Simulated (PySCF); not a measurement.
# Hg2H4: how settings move a single point

Aim: repeat the single point on relaxed Hg2H4 with altered settings, some of them bad on purpose. The structure is generated, not taken from experiment.

Method: B3LYP, Hg def2-SVP with ECP60, H def2-SVP; scalar-relativistic core potentials, no spin–orbit coupling; program: PySCF 2.14.0.

3 further runs of the same task are left out: 2 for a known fault of the program, 1 that didn't finish.

**1. The system as given**

6 atoms, charge 0, spin multiplicity 1.

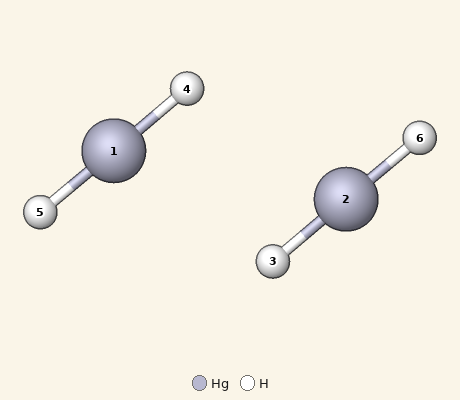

The geometry (mercury light grey, hydrogen white); atoms are numbered from 1 in the order of the file.

As a file:

```xyz
6
H4Hg2
Hg   -0.6485    0.0000    1.9732
Hg    0.6485    0.0000   -1.9732
H     1.6048    0.0000   -0.6060
H    -1.6048    0.0000    0.6060
H     0.2926    0.0000    3.3429
H    -0.2926    0.0000   -3.3429
```

Formal oxidation states: Hg +2. An earlier session relaxed this geometry at B3LYP, Hg def2-SVP with ECP60, H def2-SVP (singlet, point group C2h).

The sound run used a (50, 194) grid (finer on f atoms), a threshold of 1e-8 and at most 55 cycles, and ended at -309.411787 Eh.

**2. Altered run 1**

run.py (the lines that set the calculation)

```python
mol = gto.M(atom='''
Hg    -0.72633     0.00000     2.20998
Hg     0.72633     0.00000    -2.20998
H      1.79742     0.00000    -0.67873
H     -1.79742     0.00000     0.67873
H      0.32769     0.00000     3.74408
H     -0.32769     0.00000    -3.74408''',
    basis={'Hg': 'def2-SVP', 'H': 'def2-SVP'},
    ecp={'Hg': 'def2-SVP'},
    charge=0, spin=0)
mf = dft.RKS(mol, xc='B3LYP')
mf.grids.atom_grid = (50, 194)
mf = mf.density_fit()  # fitting sets: Hg def2-universal-JKFIT, H def2-universal-JKFIT
mf.conv_tol = 1e-08; mf.max_cycle = 55
mf.kernel(dm0)  # dm0: free metal ions and neutral atoms
```

Launch:

```
OMP_NUM_THREADS=2 python run.py
```

The log of the run:

```text
init E= -308.664727114129
  HOMO = -0.159206370230755  LUMO = -0.0811045916169082  gap/eV = 2.12526
cycle= 1 E= -309.111697363948  delta_E= -0.447  |g|= 0.692  |ddm|= 4.71
  HOMO = -0.291025262116152  LUMO = -0.0553111105471791  gap/eV = 6.41411
cycle= 2 E= -309.217605945703  delta_E= -0.106  |g|= 0.773  |ddm|= 2.83
  HOMO = -0.299233606013987  LUMO = -0.0572590715029504  gap/eV = 6.58446
cycle= 3 E= -309.376577124794  delta_E= -0.159  |g|= 0.0953  |ddm|=  1.1
  HOMO = -0.278065852124724  LUMO = -0.0431659984908046  gap/eV = 6.39195
cycle= 4 E= -309.379406870376  delta_E= -0.00283  |g|= 0.0113  |ddm|= 0.155
  HOMO = -0.278907349339555  LUMO = -0.0430921219469005  gap/eV = 6.41686
cycle= 5 E= -309.379430739214  delta_E= -2.39e-05  |g|= 0.00593  |ddm|= 0.0205
  HOMO = -0.279057908756102  LUMO = -0.0431739475298892  gap/eV = 6.41873
cycle= 6 E= -309.379440466045  delta_E= -9.73e-06  |g|= 0.000756  |ddm|= 0.00681
  HOMO = -0.279024978957229  LUMO = -0.0431541802918817  gap/eV = 6.41837
cycle= 7 E= -309.379440565746  delta_E= -9.97e-08  |g|= 0.000371  |ddm|= 0.00104
  HOMO = -0.279024359689852  LUMO = -0.0431485098658019  gap/eV = 6.41851
cycle= 8 E= -309.379440586709  delta_E= -2.1e-08  |g|= 6.64e-05  |ddm|= 0.000331
  HOMO = -0.279021352274047  LUMO = -0.0431452233704894  gap/eV = 6.41852
cycle= 9 E= -309.379440588237  delta_E= -1.53e-09  |g|= 2.16e-05  |ddm|= 0.000138
  HOMO = -0.27902408210739  LUMO = -0.0431466180608468  gap/eV = 6.41855
Extra cycle  E= -309.379440588142  delta_E= 9.51e-11  |g|= 2.9e-05  |ddm|= 8.13e-05
converged SCF energy = -309.379440588142
```

Wall time 2.1 s (2 threads of Arm Neoverse V2, shared host).

Changed: the scale of all coordinates (1.12). It converges in 9 cycles, +0.880 eV from the sound run, with a largest force component of 1.55 eV/Å. The setting is unsound, so these numbers aren't the compound's.

**3. Altered run 2**

run.py (the lines that set the calculation)

```python
mol = gto.M(atom='''
Hg    -0.64851     0.00000     1.97320
Hg     0.64851     0.00000    -1.97320
H      1.60484     0.00000    -0.60601
H     -1.60484     0.00000     0.60601
H      0.29258     0.00000     3.34293
H     -0.29258     0.00000    -3.34293''',
    basis={'Hg': 'def2-SVP', 'H': 'def2-SVP'},
    ecp={'Hg': 'def2-SVP'},
    charge=0, spin=0)
mf = dft.RKS(mol, xc='B3LYP')
mf.grids.atom_grid = (50, 194)
mf = mf.density_fit()  # fitting sets: Hg def2-universal-JKFIT, H def2-universal-JKFIT
mf.conv_tol = 1e-08; mf.max_cycle = 55
mf.kernel(dm0)  # dm0: smeared density
```

Launch:

```
OMP_NUM_THREADS=2 python run.py
```

The log of the run:

```text
init E= -309.390294084081
  HOMO = -0.289436214761666  LUMO = -0.043784733282722  gap/eV = 6.68452
cycle= 1 E= -309.411755084084  delta_E= -0.0215  |g|= 0.00821  |ddm|= 0.052
  HOMO = -0.286500087086035  LUMO = -0.0424599566322881  gap/eV = 6.64067
cycle= 2 E= -309.4117829285  delta_E= -2.78e-05  |g|= 0.00315  |ddm|= 0.0224
  HOMO = -0.287379352658969  LUMO = -0.0424764710478971  gap/eV = 6.66415
cycle= 3 E= -309.411786735555  delta_E= -3.81e-06  |g|= 0.000975  |ddm|= 0.00587
  HOMO = -0.287440342063719  LUMO = -0.0425027419247894  gap/eV = 6.66509
cycle= 4 E= -309.411786937255  delta_E= -2.02e-07  |g|= 5.41e-05  |ddm|= 0.000873
  HOMO = -0.287443296356784  LUMO = -0.042502886056461  gap/eV = 6.66517
cycle= 5 E= -309.411786937529  delta_E= -2.75e-10  |g|= 4.02e-05  |ddm|= 9.05e-05
  HOMO = -0.287445337360599  LUMO = -0.0425042147968253  gap/eV = 6.66519
Extra cycle  E= -309.411786937461  delta_E= 6.79e-11  |g|= 4.56e-05  |ddm|= 6.21e-05
converged SCF energy = -309.411786937461
```

Run time: 1.8 s. Hardware: 2 threads of Arm Neoverse V2, shared host.

Changed: the starting guess (smeared density). It converges in 5 cycles, at the sound run's energy within 0.001 eV, with a largest force component of 0.00 eV/Å. The result survives the change.

**4. Altered run 3**

Changes to run.py (the lines that set the calculation) since step 3:

```diff
@@ -11,5 +11,5 @@
 mf = dft.RKS(mol, xc='B3LYP')
-mf.grids.atom_grid = (50, 194)
+mf.grids.atom_grid = (15, 26)
 mf = mf.density_fit()  # fitting sets: Hg def2-universal-JKFIT, H def2-universal-JKFIT
 mf.conv_tol = 1e-08; mf.max_cycle = 55
-mf.kernel(dm0)  # dm0: smeared density
+mf.kernel(dm0)  # dm0: free metal ions and neutral atoms
```

Launch:

```
OMP_NUM_THREADS=2 python run.py
```

The log of the run:

```text
init E= -309.154492268963
  HOMO = -0.169098730945016  LUMO = -0.0676621922397205  gap/eV = 2.76023
cycle= 1 E= -309.258318525003  delta_E= -0.104  |g|= 0.542  |ddm|= 4.27
  HOMO = -0.322585920624971  LUMO = -0.0358895100011503  gap/eV = 7.80141
cycle= 2 E= -309.370857151578  delta_E= -0.113  |g|= 0.367  |ddm|= 1.78
  HOMO = -0.302214269463391  LUMO = -0.0475695388136443  gap/eV = 6.92924
cycle= 3 E= -309.405765215909  delta_E= -0.0349  |g|= 0.112  |ddm|= 0.622
  HOMO = -0.288223514294677  LUMO = -0.0435984580837262  gap/eV = 6.65659
cycle= 4 E= -309.408489879  delta_E= -0.00272  |g|= 0.00882  |ddm|= 0.132
  HOMO = -0.288670166215074  LUMO = -0.0439073386649726  gap/eV = 6.66034
cycle= 5 E= -309.408503644654  delta_E= -1.38e-05  |g|= 0.00444  |ddm|= 0.0143
  HOMO = -0.288635367531756  LUMO = -0.0438282341378851  gap/eV = 6.66154
cycle= 6 E= -309.408506940757  delta_E= -3.3e-06  |g|= 0.000313  |ddm|= 0.00325
  HOMO = -0.288635237153406  LUMO = -0.0438243073550026  gap/eV = 6.66164
cycle= 7 E= -309.408506969622  delta_E= -2.89e-08  |g|= 0.000133  |ddm|= 0.000709
  HOMO = -0.288625991093199  LUMO = -0.0438176894171513  gap/eV = 6.66157
cycle= 8 E= -309.408506976551  delta_E= -6.93e-09  |g|= 6.13e-05  |ddm|= 0.000251
  HOMO = -0.288628979350487  LUMO = -0.0438179382444472  gap/eV = 6.66165
Extra cycle  E= -309.408506976388  delta_E= 1.63e-10  |g|= 6.72e-05  |ddm|= 0.000109
converged SCF energy = -309.408506976388
```

It took 1.3 s on 2 threads of Arm Neoverse V2, shared host.

Changed: the integration grid, to (15, 26). It converges in 8 cycles, +0.089 eV from the sound run, with a largest force component of 0.59 eV/Å. The setting is unsound, so these numbers aren't the compound's.

**5. Altered run 4**

Changes to run.py (the lines that set the calculation) since step 4:

```diff
@@ -11,3 +11,3 @@
 mf = dft.RKS(mol, xc='B3LYP')
-mf.grids.atom_grid = (15, 26)
+mf.grids.atom_grid = (40, 110)
 mf = mf.density_fit()  # fitting sets: Hg def2-universal-JKFIT, H def2-universal-JKFIT
```

Launch:

```
OMP_NUM_THREADS=2 python run.py
```

The log of the run:

```text
init E= -309.153117516505
  HOMO = -0.167874001533008  LUMO = -0.066697622431759  gap/eV = 2.75315
cycle= 1 E= -309.262717594614  delta_E= -0.11  |g|= 0.542  |ddm|= 4.34
  HOMO = -0.322081596448674  LUMO = -0.035090647103318  gap/eV = 7.80942
cycle= 2 E= -309.37365559983  delta_E= -0.111  |g|= 0.371  |ddm|= 1.78
  HOMO = -0.30124120763418  LUMO = -0.046205807935172  gap/eV = 6.93987
cycle= 3 E= -309.409045742816  delta_E= -0.0354  |g|= 0.113  |ddm|= 0.63
  HOMO = -0.287037971993069  LUMO = -0.0422527540623644  gap/eV = 6.66095
cycle= 4 E= -309.411831122114  delta_E= -0.00279  |g|= 0.00893  |ddm|= 0.135
  HOMO = -0.287480858051786  LUMO = -0.042581647410321  gap/eV = 6.66405
cycle= 5 E= -309.411845051416  delta_E= -1.39e-05  |g|= 0.00459  |ddm|= 0.0147
  HOMO = -0.287445383327181  LUMO = -0.0425021369416631  gap/eV = 6.66525
cycle= 6 E= -309.41184857205  delta_E= -3.52e-06  |g|= 0.000305  |ddm|= 0.00336
  HOMO = -0.287445213360149  LUMO = -0.0424991310860866  gap/eV = 6.66532
cycle= 7 E= -309.411848600121  delta_E= -2.81e-08  |g|= 0.00014  |ddm|= 0.000721
  HOMO = -0.287435997890579  LUMO = -0.042492626988405  gap/eV = 6.66525
cycle= 8 E= -309.411848607649  delta_E= -7.53e-09  |g|= 6.08e-05  |ddm|= 0.000254
  HOMO = -0.287438551116612  LUMO = -0.0424925667061117  gap/eV = 6.66532
Extra cycle  E= -309.411848607503  delta_E= 1.45e-10  |g|= 6.6e-05  |ddm|= 0.000108
converged SCF energy = -309.411848607503
```

Wall time 1.9 s (2 threads of Arm Neoverse V2, shared host).

Changed: the integration grid, to (40, 110). It converges in 8 cycles, -0.002 eV from the sound run, with a largest force component of 0.02 eV/Å. The result survives the change.

**6. Side by side**

| run | changed | ending | energy change (eV) | cycles | time | usable |
| --- | --- | --- | --- | --- | --- | --- |
| 1 | the scale of all coordinates | converged | +0.880 | 9 | 2.1 s | no |
| 2 | the starting guess | converged | 0.000 | 5 | 1.8 s | yes |
| 3 | the integration grid | converged | +0.089 | 8 | 1.3 s | no |
| 4 | the integration grid | converged | -0.002 | 8 | 1.9 s | yes |

2 of 4 altered runs give a usable result. 2 ended normally with numbers unfit to quote.
